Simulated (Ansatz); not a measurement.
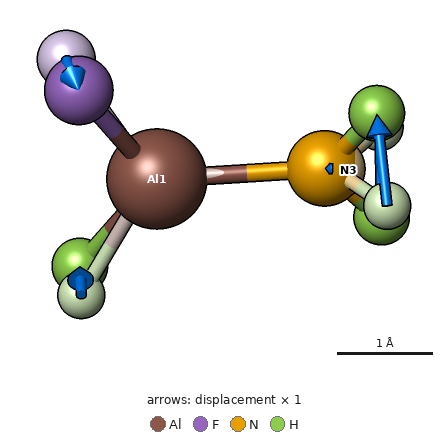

This is a relaxation of AlNH3F. The starting structure is drawn faded, the final one solid; blue arrows show the displacements, at their true length. The two geometries are superimposed by the best rigid fit.

A ball-and-stick model, seen at a tilt.

The run prepares the start of a later molecular dynamics calculation, from a guessed geometry.

Method: RKS PBE0/def2-SVPD in Ansatz. (no spin polarisation; force threshold 0.02 eV/Å; at most 40 steps)

**Atoms of which element are displaced furthest, and by how much?**

Hydrogen: up to 1.00 Å, against 0.53 Å for fluorine.

**What happened in the run?**

An H atom moves most after the best rigid fit: 1.00 Å. By element the largest moves are H 1.00 Å, F 0.53 Å, N 0.09 Å, Al 0.07 Å. Near-neighbour distances that change, for instance: Al–N 1.920 → 1.768 Å, H–N 1.060 → 1.012 Å, Al–H 1.560 → 1.571 Å, Al–F 1.690 → 1.680 Å. Bond angles that change, for instance: H–N–H 120.0° → 110.5°, Al–N–H 120.0° → 125.1°, Al–N–H 120.0° → 124.3°. Groups turn about Al–N by about 90°. Over 10 geometry steps the energy falls by 16.9 kcal/mol. The largest force component goes from 2.3 to 0.0062 eV/Å.
